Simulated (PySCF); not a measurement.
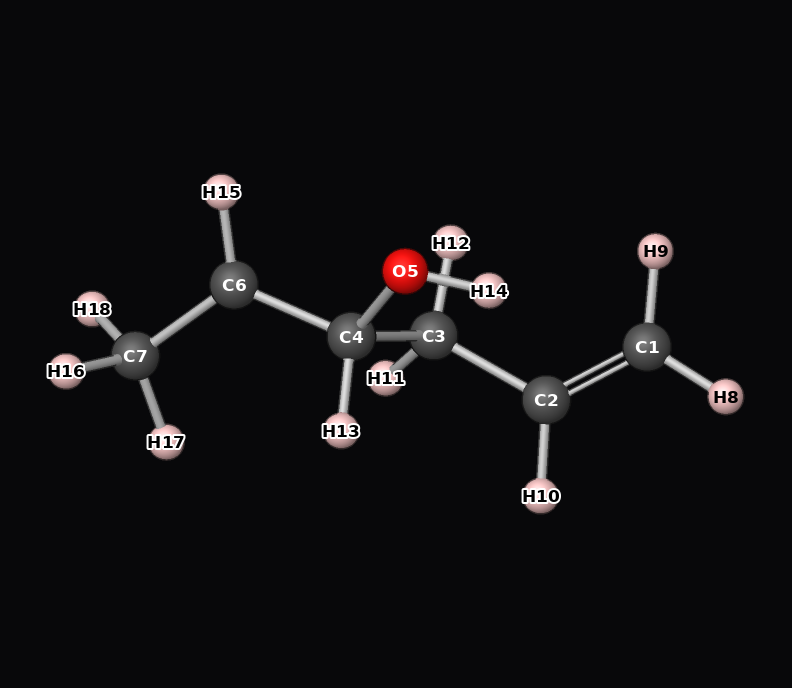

The questions are on Mulliken spin populations. Charge 0, doublet. Computed geometry: GFN2-xTB optimisation. No frequency run is at hand to confirm it as a minimum. Method: UKS B3LYP, pcH-1 on C H O, non-relativistic (PySCF 2.14.0).

> Which atom carries the largest spin population?

C6 (1.03 e).

> Which atom has the lowest spin population?

C4, C7 (−0.08 e); a negative value comes from spin polarisation.

List the Mulliken spin populations.

```csv
atom,value (e)
C1,0.02
C2,0.00
C3,0.05
C4,−0.08
O5,0.00
C6,1.03
C7,−0.08
H8,0.00
H9,0.00
H10,0.00
H11,0.00
H12,0.00
H13,0.02
H14,0.00
H15,−0.05
H16,0.06
H17,0.00
H18,0.03
```

Mulliken values depend strongly on the basis set.
